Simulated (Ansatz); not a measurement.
```xyz
8

Si    0.2748    0.0441   -0.1109
H     0.1317   -0.0634    1.3544
H     1.7481   -0.0036   -0.4107
H    -0.2678    1.3399   -0.6141
H    -0.3635   -1.1292   -0.7848
O    -2.4121    0.0725    0.9421
H    -2.6609   -0.8547    0.7513
H    -1.7125   -0.0354    1.6366
```

Not at a stationary point (largest force 0.7 eV/Å).

These are results of RKS BLYP/def2-SVP in Ansatz 0.2.0, not measurements.

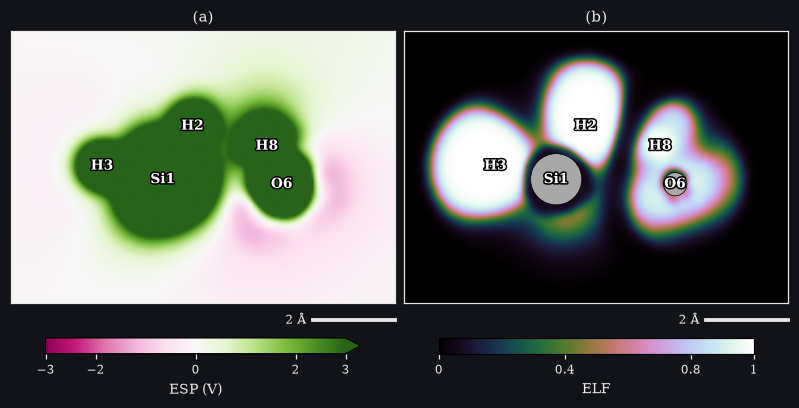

SiH$_{4}$···H$_{2}$O. (a) electrostatic potential; (b) ELF on the plane of atoms H2, Si1 and H3. Grey discs cover the atomic cores in the ELF map.

> Describe what can be read from this map.

- The section cuts through Si, H and O sites.
- H2···H8 (1.87 Å): the ELF dips to about 0.10 between them.
- O–H (0.99 Å): the ELF climbs to about 1 towards the hydrogen, as it does in any bond to H (a covalent bond by its length).
- Si–H (1.48 Å): the ELF climbs to about 1 towards the hydrogen.
- The ELF also peaks beside O6, away from the bonds: lone-pair regions.
- Outside the dense part of the complex the potential is most negative (−1.2 V) near O6.
